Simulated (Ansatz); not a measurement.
# One shape, several levels: SO (sulfur oxide)

Wanted: a comparison of 6 runs (UB3LYP/6-31G*, UBHLYP/def2-TZVPPD, UHSE06/def2-TZVPPD, UPBE/def2-TZVPPD, USVWN5/def2-TZVPPD, RPA@PBE/def2-TZVPPD) of SO (sulfur oxide). 

Program for the calculation: Ansatz 0.2.0.

36 further runs of the same task are left out: 4 that didn't finish, 32 set aside as unsound or not needed.

### 1 The structure to begin with

SO has 2 atoms, charge 0, and is taken as a triplet. SMILES: `O=S`. The O1–S2 distance was set to 2.666 Å, away from the relaxed value.

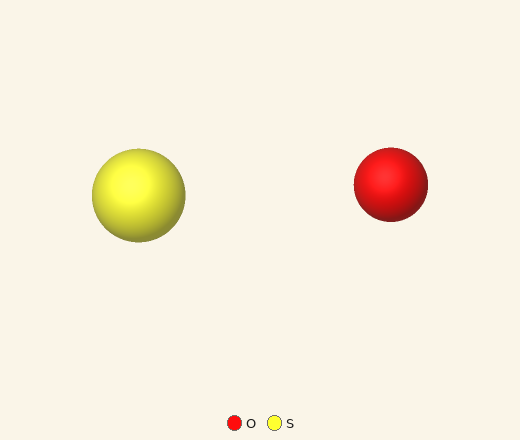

Viewed from a chosen angle; oxygen red, sulfur yellow.

### 2 The energy at UB3LYP/6-31G(d) (Cartesian functions) (run 1)

Input file in.yaml:

```yaml
crystal:
  periodic: [false, false, false]
  atoms:
    - {symbol: O, position_ang: [0.000000, 0.000000, -1.184913]}
    - {symbol: S, position_ang: [0.000000, 0.000000, 1.481087]}
basis:
  gaussian: {orbitals: "6-31G*"}
magnetization: {spin_polarized: true, initial_magnetization: 2}
hamiltonian: {xc: {name: B3LYP}}
accuracy: high
output: {orbitals: {seedname: orbitals}}
```

Launch:

```bash
ansatz run in.yaml --threads 1 --pin off --max-ram 3480MiB --events-out events.jsonl --progress --plain --runs-dir runs
```

Standard output:

```text
Warning: RAYON_NUM_THREADS=1 ignored (pool sized by the plan → 1); use --threads N
Functional definition: B3LYP
  name "B3LYP"
  parameter a0 = 0.2
  parameter ax = 0.72
  parameter ac = 0.81
  exchange = (1 - a0 - ax)*slater_x + ax*b88_x + a0*exact_x
  correlation = (1 - ac)*vwn_rpa_c + ac*lyp_c
513 factors; integrals over basis functions are off by at most 2.9e-9 eV
mean field evaluation 1: about -12849.9648 eV, gradient 6.1e1 eV
mean field evaluation 2: about -12639.5017 eV, gradient 1.2e2 eV
mean field evaluation 4: about -12850.5854 eV, gradient 6.0e1 eV
mean field evaluation 8: about -12861.8687 eV, gradient 4.6e1 eV
mean field evaluation 16: about -12875.5566 eV, gradient 3.4e-5 eV
mean field evaluation 32: about -12874.6707 eV, gradient 6.2e0 eV
mean field evaluation 64: about -12874.5216 eV, gradient 6.7e0 eV
mean field evaluation 96: about -12875.4565 eV, gradient 4.5e-1 eV
mean field evaluation 128: about -12874.5928 eV, gradient 5.3e-1 eV
mean field evaluation 160: about -12875.1691 eV, gradient 2.4e-1 eV
mean field -12875.55659799 eV, -473.1679776105 hartree, gradient 2.6e-8 eV, S^2 2.715476; 17 other end points of the search recorded, 0 dependent functions left out
reference -12875.55662248 eV, -473.1679785105 hartree; 13, 11 occupied and 21, 23 virtual orbitals, 513 factors
Total energy: -12875.55662248 eV, -473.1679785105 hartree
```

Wall time 17 s (1 thread of Arm Neoverse V1, shared host); peak memory 0.12 GiB.

### 3 A single-point energy at UBHLYP/def2-TZVPPD (run 2)

Input file job.yaml:

```yaml
crystal:
  periodic: [false, false, false]
  atoms:
    - symbol: O
      position_ang: [0.000000, 0.000000, -1.184913]
    - symbol: S
      position_ang: [0.000000, 0.000000, 1.481087]
basis:
  gaussian: {orbitals: def2-TZVPPD.json}
magnetization: {spin_polarized: true, initial_magnetization: 2}
hamiltonian: {xc: {name: BHLYP}}
accuracy: high
output: {orbitals: {seedname: orbitals}}
```

The basis set def2-TZVPPD is read from a file made from the Basis Set Exchange's data (not shown).

Launch:

```bash
ansatz run job.yaml --threads 1 --pin off --max-ram 3480MiB --events-out events.jsonl --progress --plain --runs-dir runs
```

Standard output (excerpt; [...] marks lines left out):

```text
Warning: RAYON_NUM_THREADS=1 ignored (pool sized by the plan → 1); use --threads N
Functional definition: BHLYP
  name "BHLYP"
[...]
1142 factors; integrals over basis functions are off by at most 3.9e-9 eV
[...]
mean field -12876.29296434 eV, -473.1950385748 hartree, gradient 2.4e-8 eV, S^2 2.878849; 11 other end points of the search recorded, 0 dependent functions left out
reference -12876.29298725 eV, -473.1950394166 hartree; 13, 11 occupied and 78, 80 virtual orbitals, 1142 factors
Total energy: -12876.29298725 eV, -473.1950394166 hartree
```

Run time: 44 s. Hardware: 1 thread of Arm Neoverse V1, shared host; peak memory 0.26 GiB.

### 4 A single-point energy at UHSE06/def2-TZVPPD (run 3)

Input file input.yaml:

```yaml
basis:
  gaussian:
    orbitals: def2-TZVPPD.json
crystal:
  periodic: [false, false, false]
  atoms:
    - {symbol: O, position_ang: [0.000000, 0.000000, -1.184913]}
    - {symbol: S, position_ang: [0.000000, 0.000000, 1.481087]}
magnetization:
  spin_polarized: true
  initial_magnetization: 2
accuracy: high
output: {orbitals: {seedname: orbitals}}
hamiltonian:
  xc: {name: HSE06}
```

The basis set def2-TZVPPD is read from a file made from the Basis Set Exchange's data (not shown).

Launch:

```bash
ansatz run input.yaml --threads 1 --pin off --max-ram 3480MiB --events-out events.jsonl --progress --plain --runs-dir runs
```

Standard output (excerpt; [...] marks lines left out):

```text
Warning: RAYON_NUM_THREADS=1 ignored (pool sized by the plan → 1); use --threads N
Functional definition: HSE06
  name "HSE06"
[...]
1142 factors; integrals over basis functions are off by at most 3.9e-9 eV
100 factors; integrals over basis functions are off by at most 1.3e-9 eV
[...]
mean field -12870.48252130 eV, -472.9815087312 hartree, gradient 4.8e-8 eV, S^2 2.782061; 17 other end points of the search recorded, 0 dependent functions left out
reference -12870.48252611 eV, -472.9815089082 hartree; 13, 11 occupied and 78, 80 virtual orbitals, 1142 factors
Total energy: -12870.48252611 eV, -472.9815089082 hartree
```

Wall time 52 s (1 thread of Arm Neoverse V1, shared host); peak memory 0.28 GiB.

Runs 4 to 5 aren't shown in full; the table further down has their settings and results.

### 5 The energy at RPA@PBE/def2-TZVPPD (run 6)

Input file run.yaml:

```yaml
crystal:
  periodic: [false, false, false]
  atoms:
    - {symbol: O, position_ang: [0.000000, 0.000000, -1.184913]}
    - {symbol: S, position_ang: [0.000000, 0.000000, 1.481087]}
basis:
  gaussian:
    orbitals: def2-TZVPPD.json
magnetization:
  spin_polarized: true
  initial_magnetization: 2
hamiltonian:
  xc: {name: PBE}
correlation:
  method: rpa
  frozen_orbitals: {O: 1, S: 5}
accuracy: high
```

The basis set def2-TZVPPD is read from a file made from the Basis Set Exchange's data (not shown).

Launch:

```bash
ansatz run run.yaml --threads 1 --pin off --max-ram 3480MiB --events-out events.jsonl --progress --plain --runs-dir runs
```

Standard output (excerpt; [...] marks lines left out):

```text
Warning: RAYON_NUM_THREADS=1 ignored (pool sized by the plan → 1); use --threads N
Functional definition: PBE
  name "PBE"
[...]
1142 factors; integrals over basis functions are off by at most 3.9e-9 eV
[...]
mean field -12870.09560863 eV, -472.9672899529 hartree, gradient 1.7e-8 eV, S^2 2.673121; 27 other end points of the search recorded, 0 dependent functions left out
6 core orbitals not correlated: weight in the atoms' cores, before any rotation towards them, 1.000 or more for the frozen orbitals, at most 0.000 for the correlated occupied ones
reference -12847.54031084 eV, -472.1383980477 hartree; 7, 5 occupied and 78, 80 virtual orbitals, 1142 factors
Total energy: -12865.63960352 eV, -472.8035347855 hartree
```

It took 57 s on 1 thread of Arm Neoverse V1, shared host; peak memory 0.22 GiB.

### 6 All runs side by side

```tsv
run	level	Cartesian functions	frozen core orbitals	energy (Eh)	HOMO energy (eV)	LUMO energy (eV)	⟨S²⟩	wall time
1	UB3LYP/6-31G* (Cartesian functions)	yes	–	-473.167979	-7.76	-5.46	2.715	17 s
2	UBHLYP/def2-TZVPPD	no	–	-473.195039	-9.21	-3.77	2.879	44 s
3	UHSE06/def2-TZVPPD	no	–	-472.981509	-7.76	-5.51	2.782	52 s
4	UPBE/def2-TZVPPD	no	–	-472.967290	-7.21	-6.61	2.673	44 s
5	USVWN5/def2-TZVPPD	no	–	-471.290797	-7.50	-7.27	2.270	11 s
6	RPA@PBE/def2-TZVPPD	no	6	-472.803535	–	–	2.673	57 s
```

### 7 Summary of results

```
                                quantity          value
                     run 6: total energy  -472.80353 Eh
 run 6: RPA correlation energy (valence)     -665.1 mEh
run 6: ⟨S²⟩ of the reference determinant          2.673
```

Totals of different functionals can't be ranked against each other. Spin contamination of the reference: run 2 ⟨S²⟩ = 2.88, run 3 ⟨S²⟩ = 2.78, run 1 ⟨S²⟩ = 2.72, run 6 ⟨S²⟩ = 2.67, run 4 ⟨S²⟩ = 2.67, run 5 ⟨S²⟩ = 2.27. Where it is this large, the reference is a mixture of spin states, and values that rest on it are in doubt. All runs together took 3.7 min, the longest 57 s.
